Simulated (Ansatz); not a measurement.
**HF/def2-TZVPPD run of BCl (SMILES [B]Cl)**

What is the vertical electron affinity of BCl at HF/def2-TZVPPD? 

The results are computed with Ansatz 0.2.0.

40 further runs of the same task are left out: 40 set aside as unsound or not needed.

**1. The structure to begin with**

BCl has 2 atoms, charge 0, and is taken as a singlet. SMILES: `[B]Cl`. The shape is that of a PBE0-D4/def2-TZVP optimisation.

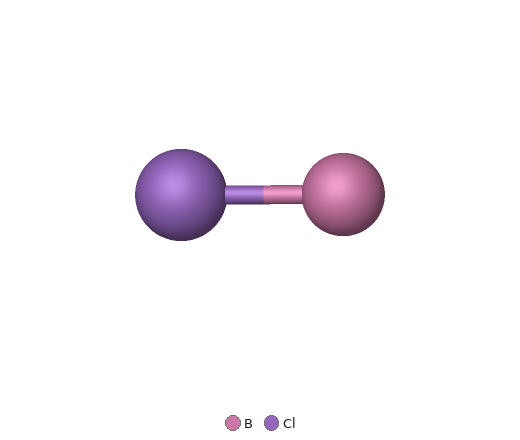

Viewed from a chosen angle; boron pink, chlorine purple.

**2. The energy at HF/def2-TZVPPD**

run.yaml

```yaml
basis:
  gaussian:
    orbitals: def2-TZVPPD.json
crystal:
  periodic: [false, false, false]
  atoms:
    - {symbol: B, position_ang: [-0.000000, -0.000000, -0.069660]}
    - {symbol: Cl, position_ang: [0.000000, 0.000000, 1.648190]}
hamiltonian:
  xc: hf
accuracy: high
output:
  orbitals: {seedname: orbitals}
```

The basis set def2-TZVPPD is read from a file made from the Basis Set Exchange's data (not shown).

On the command line:

```sh
ansatz run run.yaml --threads 1 --pin off --max-ram 3480MiB --events-out events.jsonl --progress --plain --runs-dir runs
```

The log of the run:

```text
Warning: RAYON_NUM_THREADS=1 ignored (pool sized by the plan → 1); use --threads N
Functional definition: HF
  name "HF"
  exchange = exact_x
  correlation = 0
1174 factors; integrals over basis functions are off by at most 3.0e-9 eV
mean field evaluation 1: about -13173.8872 eV, gradient 1.0e1 eV
mean field evaluation 2: about -13173.8882 eV, gradient 1.0e1 eV
mean field evaluation 4: about -13174.3396 eV, gradient 1.6e0 eV
mean field evaluation 8: about -13174.3598 eV, gradient 1.5e-4 eV
mean field -13174.35980509 eV, -484.1487929353 hartree, gradient 2.6e-8 eV, S^2 0.000000; 0 other end points of the search recorded, 0 dependent functions left out
reference -13174.35980509 eV, -484.1487929353 hartree; 11, 11 occupied and 77, 77 virtual orbitals, 1174 factors
Total energy: -13174.35980509 eV, -484.1487929353 hartree
```

Run time: 1.1 s. Hardware: 1 thread of Arm Neoverse V1, shared host; peak memory 0.14 GiB.

**3. The doublet anion at the same level**

input.yaml

```yaml
crystal:
  periodic: [false, false, false]
  atoms:
    - symbol: B
      position_ang: [-0.000000, -0.000000, -0.069660]
    - symbol: Cl
      position_ang: [0.000000, 0.000000, 1.648190]
basis:
  gaussian:
    orbitals: def2-TZVPPD.json
total_charge: -1
magnetization:
  spin_polarized: true
  initial_magnetization: 1
hamiltonian:
  xc: hf
accuracy: high
output: {orbitals: {seedname: orbitals}}
```

The basis set def2-TZVPPD is read from a file made from the Basis Set Exchange's data (not shown).

On the command line:

```sh
ansatz run input.yaml --threads 1 --pin off --max-ram 3480MiB --events-out events.jsonl --progress --plain --runs-dir runs
```

The log of the run, cut to the lines that bear on the results:

```text
Warning: RAYON_NUM_THREADS=1 ignored (pool sized by the plan → 1); use --threads N
[... 2 set-up lines as earlier in the session ...]
[...]
1174 factors; integrals over basis functions are off by at most 3.0e-9 eV
[...]
mean field -13173.58529749 eV, -484.1203303059 hartree, gradient 1.7e-8 eV, S^2 0.783300; 5 other end points of the search recorded, 0 dependent functions left out
reference -13173.58529749 eV, -484.1203303059 hartree; 12, 11 occupied and 76, 77 virtual orbitals, 1174 factors
Total energy: -13173.58529749 eV, -484.1203303059 hartree
```

Wall time 7.8 s (1 thread of Arm Neoverse V1, shared host); peak memory 0.17 GiB.

**4. Outcome**

At HF/def2-TZVPPD:

```
                                         quantity          value
                        singlet BCl: total energy  -484.14879 Eh
                         singlet BCl: HOMO energy      -10.35 eV
                         singlet BCl: LUMO energy        1.36 eV
                       singlet BCl: HOMO–LUMO gap       11.71 eV
                      doublet anion: total energy  -484.12033 Eh
doublet anion: HOMO energy (highest over α and β)       -0.35 eV
 doublet anion: LUMO energy (lowest over α and β)        4.74 eV
                              doublet anion: ⟨S²⟩          0.783
vertical electron affinity (to the doublet anion)      -0.775 eV
```

What this shows: The anion lies 0.77 eV (17.9 kcal/mol) above the neutral: the electron isn't bound at this level, and such a value depends on the basis. Hartree–Fock misses the correlation that binds many anions.
